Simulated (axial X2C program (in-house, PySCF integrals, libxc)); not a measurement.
# All-electron X2C curves of ReNa⁺

What are the state, bond length, wavenumber and bond energy of ReNa⁺, and what does spin–orbit coupling change?

The runs use an in-house X2C program for linear molecules on PySCF integrals; all-electron X2C, Re dyall-cv3z, Na dyall-cv3z.

All values are calculated.

## 1. The job

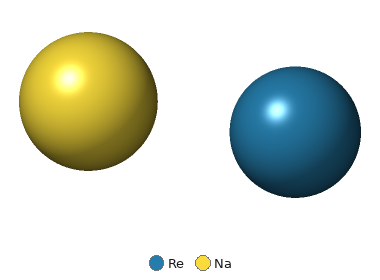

The two atoms at 2.860 Å (rhenium blue, sodium yellow).

File task.json:

```json
{"zs": [75, 11], "q": 1, "bas": ["dyall-cv3z", "dyall-cv3z"], "levels": ["PBE0", "HF", "LDA"], "cc": true, "r0": 2.86, "thr": -2.0, "nmax": 90, "npts": 10, "nst": 2, "ntry": 6}
```

Keys: zs atomic numbers; q charge; bas basis sets; levels methods (HF also brings MP2); cc coupled cluster on or off; r0 starting distance in Å; thr threshold in hartree for freezing inner shells (an s shell follows its p shell); nmax most natural virtual spinors; npts points asked for on the curve; nst determinants followed; ntry starts of the search.

Started as:

```sh
python so2c.py task.json out
```

Spin-free means the one-electron spin-free X2C Hamiltonian; two-component (2c) means X2C with spin–orbit coupling and atomic mean-field two-electron Coulomb and Gaunt terms. Basis: Re dyall-cv3z contracted to [13s14p9d7f4g], Na dyall-cv3z contracted to [9s8p5d2f]; Gaussian nuclei, density fitting. Masses: Re 186.956 u, Na 22.990 u.

Notation: σ, π±, δ± give the projection m of an orbital's angular momentum (0, ±1, ±2), α and β its spin, Λ and M_S the sums; ω is the projection of a spinor's total angular momentum and Ω the sum. Logs are in hartree.

The results follow Hamiltonian by Hamiltonian and level by level.

## 2. Which state to follow

PBE0 moves the distance from 2.860 Å to 3.198 Å and compares determinants there.

Spin-free determinants:

```json
{"ΔE (eV)": "0.00", "state": "M_S = 5/2, Λ = 0", "open shells": "beyond closed shells: σα, π+α, π-α, δ+α, δ-α"}
{"ΔE (eV)": "1.58", "state": "M_S = 5/2, Λ = 1", "open shells": "beyond closed shells: 2 × σα, π+α, π+β, π-α, δ+α, δ-α"}
{"ΔE (eV)": "1.72", "state": "M_S = 3/2, Λ = 0", "open shells": "beyond closed shells: σβ, π+α, π-α, δ+α, δ-α"}
{"ΔE (eV)": "1.93", "state": "M_S = 5/2, Λ = 2", "open shells": "beyond closed shells: 2 × σα, π+α, π-α, δ+α, δ+β, δ-α"}
{"ΔE (eV)": "2.06", "state": "M_S = 7/2, Λ = 0", "open shells": "beyond closed shells: 3 × σα, π+α, π-α, δ+α, δ-α"}
{"ΔE (eV)": "2.09", "state": "M_S = 3/2, Λ = 1", "open shells": "beyond closed shells: π+α, π+β, π-α, δ+α, δ-α"}
{"ΔE (eV)": "2.43", "state": "M_S = 3/2, Λ = 1", "open shells": "beyond closed shells: π+α, δ+α, δ-α"}
```

Two-component determinants:

```csv
ΔE (eV),state,open shells
0.00,Ω = 5/2,excess of +ω over −ω: ω = 5/2
1.45,Ω = 7/2,"excess of +ω over −ω: 2 × ω = 1/2, ω = 5/2"
1.65,Ω = 9/2,"excess of +ω over −ω: ω = 1/2, ω = 3/2, ω = 5/2"
1.74,Ω = 3/2,"excess of +ω over −ω: ω = 1/2, ω = -3/2, ω = 5/2"
1.80,Ω = 3/2,"excess of +ω over −ω: 2 × ω = -1/2, ω = 5/2"
1.84,Ω = 3/2,"excess of +ω over −ω: ω = 1/2, ω = -3/2, ω = 5/2"
2.21,Ω = 1/2,excess of +ω over −ω: ω = 1/2
```

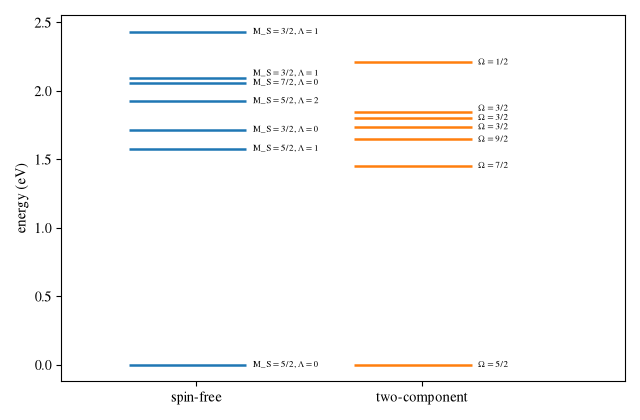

The determinants found, each set from its own lowest.

## 3. PBE0, spin-free

State followed: M_S = 5/2, Λ = 0 (beyond closed shells: σα, π+α, π-α, δ+α, δ-α). The scan is laid around 3.198 Å, a first estimate of the minimum, and this SCF restarts from the orbitals of the search.

The SCF at the reference distance of 3.198 Å:

```text
spin-free X2C-1e  PBE0
basis functions 257  fitting functions 1216  grid points 5087
iter        total energy     max residual
   1     -16855.764404702     7.54e-06
   2     -16855.764404708     6.11e-06
   3     -16855.764404710     3.74e-06
   4     -16855.764404712     2.38e-06
converged
one-electron -23385.84232363  Coulomb 6744.34677565  exact exchange -86.32831327  xc functional -264.45436429  nuclear repulsion 136.51382083
```

Along the bond, energies from the lowest point:

```tsv
R (Å)	E (eV)	μ (D)	HOMO (eV)	LUMO (eV)	iterations
2.910	0.0681	7.65	-10.49	-6.78	12
3.006	0.0265	8.02	-10.40	-6.70	12
3.102	0.0057	8.41	-10.30	-6.63	12
3.198	0.0000	8.80	-10.21	-6.56	4
3.310	0.0095	9.28	-10.09	-6.49	11
3.422	0.0297	9.77	-9.98	-6.42	11
3.566	0.0670	10.42	-9.83	-6.36	11
```

Dipoles are positive if Na is the positive end and refer to the centre of mass.

Outer orbitals at the reference distance:

```tsv
symmetry	occupied	ε (eV)	atomic character
δ+α	yes	-12.64	100% Re d
δ-α	yes	-12.64	100% Re d
π-α	yes	-12.46	99% Re d
π+α	yes	-12.46	99% Re d
σα	yes	-12.39	97% Re d
σα	yes	-11.87	76% Re s, 11% Na p, 8% Na s
σβ	yes	-10.21	54% Re s, 18% Na s, 13% Na p
σβ	no	-6.56	72% Re d, 16% Re s, 4% Na s
π+β	no	-6.42	93% Re d, 4% Na p, 2% Na d
π-β	no	-6.42	93% Re d, 4% Na p, 2% Na d
σα	no	-6.18	49% Re p, 45% Na s, 4% Re s
```

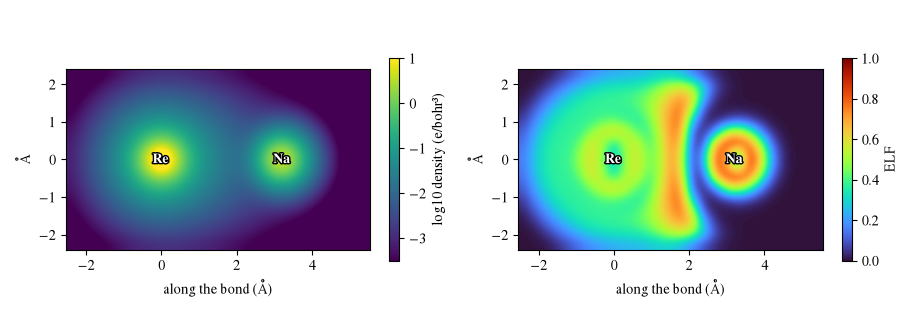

PBE0 fields in a plane through the axis, from a grid of 0.3 Å; Re lies at z = 0 and Na at z = 3.198 Å; the ELF is damped to zero where the density is low.

Re = 3.186 Å, ωe = 134.1 cm⁻¹, Be = 0.08111 cm⁻¹, De = 0.707 eV, μ = 8.75 D.

## 4. HF, spin-free

Output at 3.198 Å:

```text
spin-free X2C-1e  HF
basis functions 257  fitting functions 1216  grid points 5087
iter        total energy     max residual
   1     -16850.294980246     7.69e-01
   2     -16850.335975504     1.77e-02
   3     -16850.337743274     1.96e-02
   4     -16850.339653007     2.51e-03
   5     -16850.340196063     1.83e-03
   6     -16850.340646654     1.09e-03
   7     -16850.340927714     6.88e-04
   8     -16850.341019247     4.74e-04
   9     -16850.341053544     3.26e-04
  10     -16850.341077611     1.84e-04
  11     -16850.341082687     5.66e-05
  12     -16850.341083103     2.18e-05
  13     -16850.341083146     7.19e-06
  14     -16850.341083150     2.51e-06
  15     -16850.341083150     9.90e-07
converged
one-electron -23388.05167571  Coulomb 6746.76594737  exact exchange -345.56917563  xc functional 0.00000000  nuclear repulsion 136.51382083
```

No constants are quoted: the lowest point is the long end of the scan.

## 5. LDA, spin-free

Output at 3.198 Å:

```text
spin-free X2C-1e  LDA
basis functions 257  fitting functions 1216  grid points 5087
iter        total energy     max residual
   1     -16844.656008181     1.65e+00
   2     -16844.673755270     1.93e-02
   3     -16844.669154980     3.28e-02
   4     -16844.676285875     1.40e-03
   5     -16844.676307401     8.10e-04
   6     -16844.676318075     2.19e-04
   7     -16844.676319187     1.14e-04
   8     -16844.676319420     1.77e-05
   9     -16844.676319443     8.84e-06
  10     -16844.676319445     2.10e-06
  11     -16844.676319445     4.43e-07
converged
one-electron -23382.93965007  Coulomb 6741.23452547  exact exchange 0.00000000  xc functional -339.48501568  nuclear repulsion 136.51382083
```

Re = 3.085 Å, ωe = 142.7 cm⁻¹, ωexe = 1.45 cm⁻¹, Be = 0.08649 cm⁻¹, De = 0.698 eV, μ = 8.77 D.

## 6. MP2 and beyond, spin-free

Correlated methods: 15 electrons correlated (frozen shells, counted by type: Re 5 s, 4 p, 2 d, 1 f; Na 1 s), 337 virtual spinors in MP2, 89 natural virtuals in coupled cluster.

Output of the correlated part at 3.198 Å:

```text
correlated 15  virtual 337  natural virtual 89  E(MP2) -0.380789560  MP2 remainder -0.036560770
iter   CCSD correlation   residual
   1     -0.354330514   1.01e-01
   2     -0.361727782   5.36e-02
   3     -0.362583530   2.46e-02
   4     -0.362992393   1.10e-02
   5     -0.363260202   3.39e-03
   6     -0.363266762   9.48e-04
   7     -0.363269524   3.25e-04
   8     -0.363271206   1.07e-04
   9     -0.363270790   3.66e-05
  10     -0.363271314   1.37e-05
  11     -0.363271314   5.47e-06
(T) -0.006934977  T1 0.0468  D1 0.1676  max T2 0.104
```

T1 in the output is the amplitude norm over the root of the electron number; divide by √2 for the Lee–Taylor value.

MP2: No constants are quoted: the reference is strongly spin-contaminated.

CCSD: Re = 3.187 Å, ωe = 135.2 cm⁻¹, ωexe = 0.885 cm⁻¹, Be = 0.08108 cm⁻¹, De = 0.478 eV. T1 at Re = 0.033 (Lee–Taylor, the printed value over √2).

CCSD(T): Re = 3.168 Å, ωe = 138.0 cm⁻¹, ωexe = 0.907 cm⁻¹, Be = 0.08205 cm⁻¹, De = 0.421 eV. T1 at Re = 0.033 (Lee–Taylor, the printed value over √2).

## 7. A higher determinant, spin-free

State: M_S = 5/2, Λ = 1 (beyond closed shells: 2 × σα, π+α, π+β, π-α, δ+α, δ-α).

Output at the reference distance:

```text
spin-free X2C-1e  PBE0
basis functions 257  fitting functions 1216  grid points 5087
iter        total energy     max residual
   1     -16855.706379525     8.08e-06
   2     -16855.706379526     3.50e-06
converged
one-electron -23390.99625971  Coulomb 6749.62119230  exact exchange -86.34123902  xc functional -264.50389392  nuclear repulsion 136.51382083
```

```tsv
R (Å)	E above the lowest PBE0 point (eV)
2.910	1.599
3.006	1.580
3.102	1.575
3.198	1.579
3.310	1.595
3.422	1.617
3.566	1.652
```

Re = 3.100 Å, ωe = 123.2 cm⁻¹, ωexe = 1.15 cm⁻¹, Be = 0.08567 cm⁻¹, μ = 9.31 D. Te = 1.57 eV.

## 8. The spin-free curves together

Energy (eV) of the followed determinant, spin-free, from each level's lowest point:

```tsv
R (Å)	PBE0	HF	MP2 (spin-contaminated)	CCSD	CCSD(T)	LDA
2.910	0.068	0.229	0.039	0.070	0.062	0.027
3.006	0.026	0.146	0.010	0.027	0.022	0.005
3.102	0.006	0.086	0.000	0.005	0.003	0.000
3.198	0.000	0.044	0.004	0.000	0.000	0.008
3.310	0.010	0.014	0.022	0.009	0.012	0.030
3.422	0.030	0.000	0.049	0.030	0.035	0.060
3.566	0.067	0.000	0.092	0.067	0.075	0.107
```

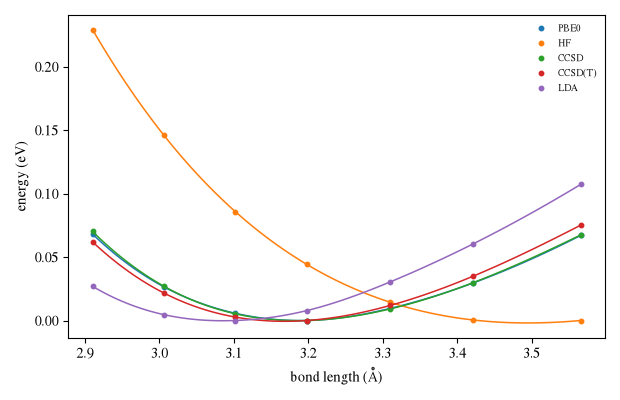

Curves of the followed state, spin-free, each from its own lowest point. Left out: MP2.

## 9. PBE0, 2c

State followed: Ω = 5/2 (excess of +ω over −ω: ω = 5/2). The scan is laid around 3.198 Å, a first estimate of the minimum, and this SCF restarts from the orbitals of the search.

The SCF at the reference distance of 3.198 Å:

```text
two-component X2C + atomic mean field  PBE0
basis functions 257  fitting functions 1216  grid points 5087
iter        total energy     max residual
   1     -16855.056217671     1.02e-05
   2     -16855.056217688     7.54e-06
   3     -16855.056217692     5.62e-06
   4     -16855.056217697     2.35e-06
   5     -16855.056217698     8.61e-07
converged
one-electron -23367.82063500  Coulomb 6741.67071716  exact exchange -86.29926118  xc functional -264.41508210  nuclear repulsion 136.51382083  atomic mean-field constant -14.70577741
```

Along the bond, energies from the lowest point:

```tsv
R (Å)	E (eV)	μ (D)	HOMO (eV)	LUMO (eV)	iterations
2.910	0.0685	7.66	-10.51	-6.83	12
3.006	0.0268	8.03	-10.42	-6.73	12
3.102	0.0058	8.42	-10.32	-6.64	12
3.198	0.0000	8.81	-10.22	-6.56	5
3.310	0.0093	9.29	-10.11	-6.48	12
3.422	0.0293	9.78	-9.99	-6.42	11
3.566	0.0663	10.43	-9.85	-6.36	11
```

Dipoles are positive if Na is the positive end and refer to the centre of mass.

Outer spinors at the reference distance:

```tsv
ω	occupied	ε (eV)	atomic character	λ mixture
-3/2	yes	-12.98	100% Re d	99% δ, 1% π
-1/2	yes	-12.66	99% Re d	98% π, 2% σ
1/2	yes	-12.42	98% Re d	98% σ, 2% π
3/2	yes	-12.29	99% Re d	98% π, 2% δ
5/2	yes	-12.24	100% Re d	100% δ
1/2	yes	-11.85	76% Re s, 11% Na p, 8% Na s	100% σ
-1/2	yes	-10.22	55% Re s, 18% Na s, 13% Na p	100% σ
-1/2	no	-6.56	72% Re d, 16% Re s, 4% Na s	99% σ, 1% π
1/2	no	-6.55	92% Re d, 4% Na p	96% π, 4% σ
3/2	no	-6.43	100% Re d	98% δ, 2% π
-3/2	no	-6.31	92% Re d, 5% Na p, 2% Na d	99% π, 1% δ
```

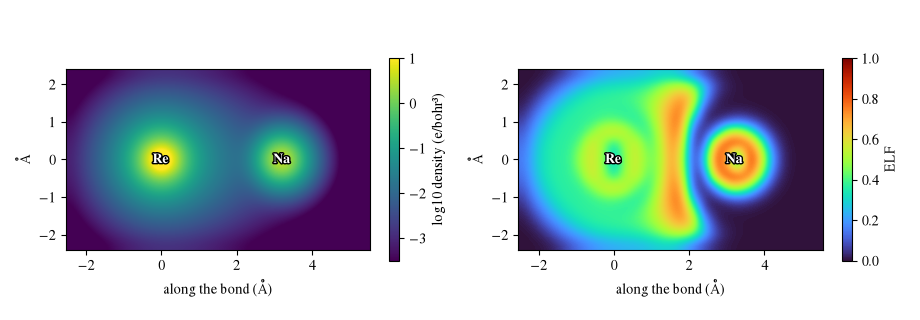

PBE0 fields in a plane through the axis, from a grid of 0.3 Å; Re lies at z = 0 and Na at z = 3.198 Å; the ELF is damped to zero where the density is low.

Re = 3.188 Å, ωe = 133.7 cm⁻¹, Be = 0.08104 cm⁻¹, De = 0.705 eV, μ = 8.77 D.

## 10. HF, 2c

Output at 3.198 Å:

```text
two-component X2C + atomic mean field  HF
basis functions 257  fitting functions 1216  grid points 5087
iter        total energy     max residual
   1     -16849.538919138     7.69e-01
   2     -16849.580140610     1.75e-02
   3     -16849.581976638     1.96e-02
   4     -16849.583914656     2.43e-03
   5     -16849.584524885     1.78e-03
   6     -16849.585070809     1.15e-03
   7     -16849.585458112     7.09e-04
   8     -16849.585598909     4.59e-04
   9     -16849.585654015     3.15e-04
  10     -16849.585687504     1.65e-04
  11     -16849.585693648     5.06e-05
  12     -16849.585694486     3.46e-05
  13     -16849.585694778     2.53e-05
  14     -16849.585694885     1.41e-05
  15     -16849.585694935     6.68e-06
  16     -16849.585694954     3.05e-06
  17     -16849.585694957     2.27e-06
  18     -16849.585694957     1.80e-06
converged
one-electron -23369.99337217  Coulomb 6744.05587065  exact exchange -345.45623685  xc functional 0.00000000  nuclear repulsion 136.51382083  atomic mean-field constant -14.70577741
```

No constants are quoted: too few points lie around the minimum for a second fit to confirm the first.

## 11. LDA, 2c

Output at 3.198 Å:

```text
two-component X2C + atomic mean field  LDA
basis functions 257  fitting functions 1216  grid points 5087
iter        total energy     max residual
   1     -16843.975349065     1.65e+00
   2     -16843.993243856     1.93e-02
   3     -16843.988749181     3.27e-02
   4     -16843.995749074     1.40e-03
   5     -16843.995771664     8.10e-04
   6     -16843.995781907     1.40e-04
   7     -16843.995782312     1.16e-04
   8     -16843.995782543     2.07e-05
   9     -16843.995782569     9.32e-06
  10     -16843.995782572     2.12e-06
  11     -16843.995782572     4.99e-07
converged
one-electron -23364.95401786  Coulomb 6738.59313569  exact exchange 0.00000000  xc functional -339.44294381  nuclear repulsion 136.51382083  atomic mean-field constant -14.70577741
```

Re = 3.088 Å, ωe = 142.1 cm⁻¹, ωexe = 1.41 cm⁻¹, Be = 0.08637 cm⁻¹, De = 0.693 eV, μ = 8.79 D.

## 12. MP2 and beyond, 2c

Correlated methods: 15 electrons correlated (frozen shells, counted by type: Re 5 s, 4 p, 2 d, 1 f; Na 1 s), 337 virtual spinors in MP2, 90 natural virtuals in coupled cluster.

Output of the correlated part at 3.198 Å:

```text
correlated 15  virtual 337  natural virtual 90  E(MP2) -0.380968922  MP2 remainder -0.035146002
iter   CCSD correlation   residual
   1     -0.356108320   1.00e-01
   2     -0.363540276   5.39e-02
   3     -0.364429051   2.54e-02
   4     -0.364896788   1.18e-02
   5     -0.365189189   3.84e-03
   6     -0.365195957   1.16e-03
   7     -0.365198018   4.45e-04
   8     -0.365198759   1.68e-04
   9     -0.365198090   6.73e-05
  10     -0.365198774   2.70e-05
  11     -0.365198711   1.08e-05
  12     -0.365198758   3.92e-06
  13     -0.365198787   1.54e-06
  14     -0.365198814   7.87e-07
  15     -0.365198832   4.07e-07
(T) -0.006984263  T1 0.0478  D1 0.1714  max T2 0.098
```

MP2: No constants are quoted: the reference is strongly spin-contaminated.

CCSD: Re = 3.190 Å, ωe = 133.9 cm⁻¹, ωexe = 0.899 cm⁻¹, Be = 0.08094 cm⁻¹, De = 0.476 eV. T1 at Re = 0.034 (Lee–Taylor, the printed value over √2).

CCSD(T): Re = 3.171 Å, ωe = 136.6 cm⁻¹, ωexe = 0.914 cm⁻¹, Be = 0.0819 cm⁻¹, De = 0.418 eV. T1 at Re = 0.034 (Lee–Taylor, the printed value over √2).

## 13. A higher determinant, 2c

State: Ω = 7/2 (excess of +ω over −ω: 2 × ω = 1/2, ω = 5/2).

Output at the reference distance:

```text
two-component X2C + atomic mean field  PBE0
basis functions 257  fitting functions 1216  grid points 5087
iter        total energy     max residual
   1     -16855.002784491     7.41e-06
   2     -16855.002784517     5.51e-06
   3     -16855.002784524     4.72e-06
   4     -16855.002784540     3.19e-06
   5     -16855.002784550     1.73e-06
   6     -16855.002784551     1.19e-06
converged
one-electron -23372.84246753  Coulomb 6746.80941846  exact exchange -86.31238284  xc functional -264.46539605  nuclear repulsion 136.51382083  atomic mean-field constant -14.70577741
```

```tsv
R (Å)	E above the lowest PBE0 point (eV)
2.910	1.482
3.006	1.460
3.102	1.452
3.198	1.454
3.310	1.466
3.422	1.482
3.566	1.508
```

Re = 3.127 Å, ωe = 115.7 cm⁻¹, Be = 0.0842 cm⁻¹, μ = 9.35 D. Te = 1.45 eV.

## 14. The 2c curves together

Energy (eV) of the followed determinant, 2c, from each level's lowest point:

```tsv
R (Å)	PBE0	HF	MP2 (spin-contaminated)	CCSD	CCSD(T)	LDA
2.910	0.069	0.228	0.043	0.071	0.063	0.027
3.006	0.027	0.145	0.012	0.028	0.022	0.005
3.102	0.006	0.085	0.000	0.006	0.003	0.000
3.198	0.000	0.043	0.003	0.000	0.000	0.007
3.310	0.009	0.014	0.019	0.009	0.011	0.030
3.422	0.029	0.000	0.044	0.029	0.034	0.059
3.566	0.066	0.000	0.086	0.065	0.073	0.106
```

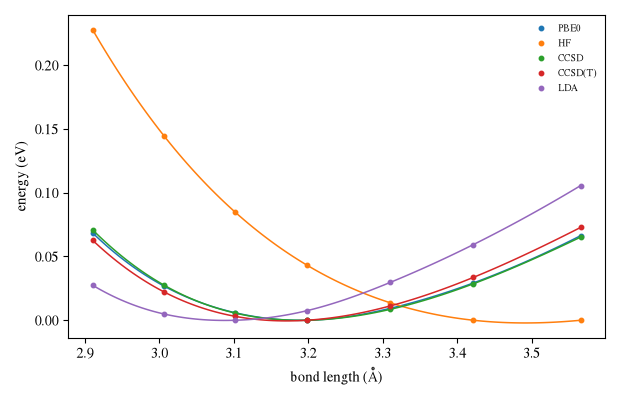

Curves of the followed state, 2c, each from its own lowest point. Left out: MP2.

The whole job took 4.5 min on 1 thread, shared host.

## 15. What came out

Lowest determinant that the search found at its distance, spin-free: M_S = 5/2, Λ = 0 (beyond closed shells: σα, π+α, π-α, δ+α, δ-α).

Lowest determinant that the search found at its distance, 2c: Ω = 5/2 (excess of +ω over −ω: ω = 5/2).

```json
{"Hamiltonian": "spin-free", "level": "PBE0", "Re (Å)": "3.186", "ωe (cm⁻¹)": "134.1", "De (eV)": "0.707", "μ (D)": "8.75"}
{"Hamiltonian": "spin-free", "level": "CCSD", "Re (Å)": "3.187", "ωe (cm⁻¹)": "135.2", "De (eV)": "0.478", "μ (D)": "n/a"}
{"Hamiltonian": "spin-free", "level": "CCSD(T)", "Re (Å)": "3.168", "ωe (cm⁻¹)": "138.0", "De (eV)": "0.421", "μ (D)": "n/a"}
{"Hamiltonian": "spin-free", "level": "LDA", "Re (Å)": "3.085", "ωe (cm⁻¹)": "142.7", "De (eV)": "0.698", "μ (D)": "8.77"}
{"Hamiltonian": "2c", "level": "PBE0", "Re (Å)": "3.188", "ωe (cm⁻¹)": "133.7", "De (eV)": "0.705", "μ (D)": "8.77"}
{"Hamiltonian": "2c", "level": "CCSD", "Re (Å)": "3.190", "ωe (cm⁻¹)": "133.9", "De (eV)": "0.476", "μ (D)": "n/a"}
{"Hamiltonian": "2c", "level": "CCSD(T)", "Re (Å)": "3.171", "ωe (cm⁻¹)": "136.6", "De (eV)": "0.418", "μ (D)": "n/a"}
{"Hamiltonian": "2c", "level": "LDA", "Re (Å)": "3.088", "ωe (cm⁻¹)": "142.1", "De (eV)": "0.693", "μ (D)": "8.79"}
```

Dipoles are positive if Na is the positive end and refer to the centre of mass. No constants: spin-free HF (the lowest point is the long end of the scan); spin-free MP2 (the reference is strongly spin-contaminated); 2c HF (too few points lie around the minimum for a second fit to confirm the first); 2c MP2 (the reference is strongly spin-contaminated).

Time per point (s) on 1 thread, shared host (2c runs; CCSD comes with the CCSD(T) run); the times are rough: PBE0 1.2, CCSD(T) 9.1, LDA 0.35.

In words: At CCSD(T), going from spin-free to two-component changes Re by +3 mÅ, ωe by -1.0 %, which is small (part of it comes from the scalar share of the two-electron terms). De moves by 0.00 eV; both De rest on single-determinant atoms, which can miss part of an open shell's spin–orbit lowering.

De refers to Re + Na+, each in the lowest determinant found, which need not be this curve's own limit. Each curve is one determinant whose occupation by symmetry is held fixed; it was picked as the lowest of a PBE0 search that is not exhaustive. De is counted from the lowest determinant-based energies of the atoms at the same level, without counterpoise correction. Density functionals use the spin component along the axis (collinear). CCSD and (T) use frozen natural virtuals with an MP2 correction for the truncation. With several unpaired electrons one determinant need not be a pure state. The spin-free determinant is spin-contaminated at some levels. T1 at Re is 0.034 (Lee–Taylor), above the customary mark of 0.02.
